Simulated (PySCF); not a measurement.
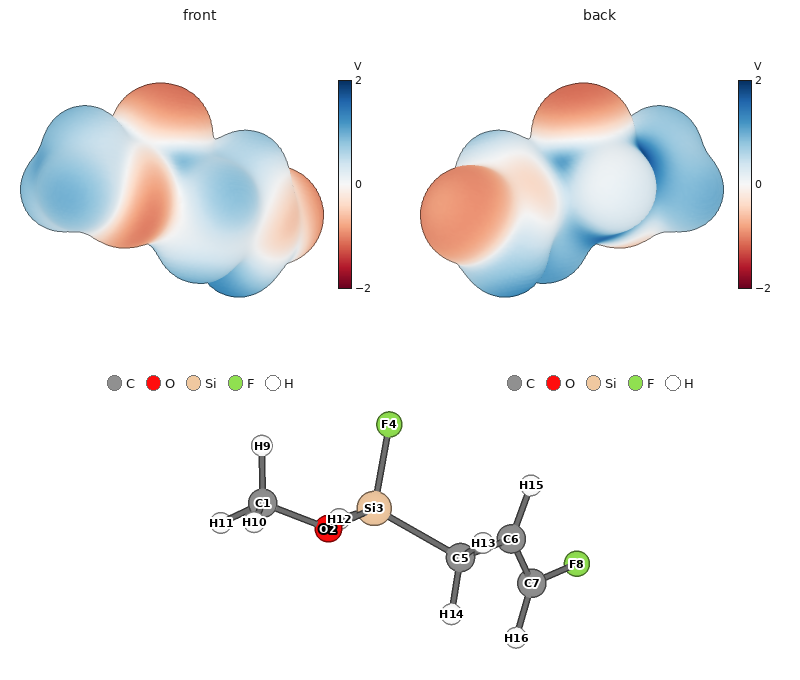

Figure 1: C4H8F2OSi. The molecular electrostatic potential painted on the density surface at 0.002 e/bohr³, seen from the front and from behind; red is negative and blue positive. The bare structure is drawn below in the same view.

Geometry: GFN2-xTB.

Level of theory: PBE0/pcSseg-1, SCF density, gas phase, non-relativistic (PySCF 2.14.0).

```yaml
atoms:
  - { symbol: C, position_ang: [-3.2208, 0.0517, -0.0116] }
  - { symbol: O, position_ang: [-1.9015, -0.1942, 0.3970] }
  - { symbol: Si, position_ang: [-0.5103, 0.3057, -0.2370] }
  - { symbol: F, position_ang: [-0.5077, 1.9219, -0.2848] }
  - { symbol: C, position_ang: [0.8016, -0.2840, 0.9991] }
  - { symbol: C, position_ang: [2.1457, 0.2119, 0.6083] }
  - { symbol: C, position_ang: [3.1158, -0.5666, 0.1706] }
  - { symbol: F, position_ang: [4.3132, -0.0710, -0.2043] }
  - { symbol: H, position_ang: [-3.3816, 1.1177, -0.1777] }
  - { symbol: H, position_ang: [-3.8843, -0.2997, 0.7781] }
  - { symbol: H, position_ang: [-3.4369, -0.4889, -0.9348] }
  - { symbol: H, position_ang: [-0.2864, -0.0609, -1.6253] }
  - { symbol: H, position_ang: [0.5526, 0.0991, 1.9902] }
  - { symbol: H, position_ang: [0.8085, -1.3709, 1.0577] }
  - { symbol: H, position_ang: [2.3095, 1.2778, 0.6670] }
  - { symbol: H, position_ang: [3.0750, -1.6407, 0.0637] }
```

Q: Which sites attract a positive test charge, and which a negative one?

A: A positive charge is drawn to the negative regions and a negative charge to the positive ones. The most negative region (about −1.1 V, or −25 kcal/mol for a unit charge) lies over F4, the most positive (about +1.5 V, or +35 kcal/mol for a unit charge) over Si3.
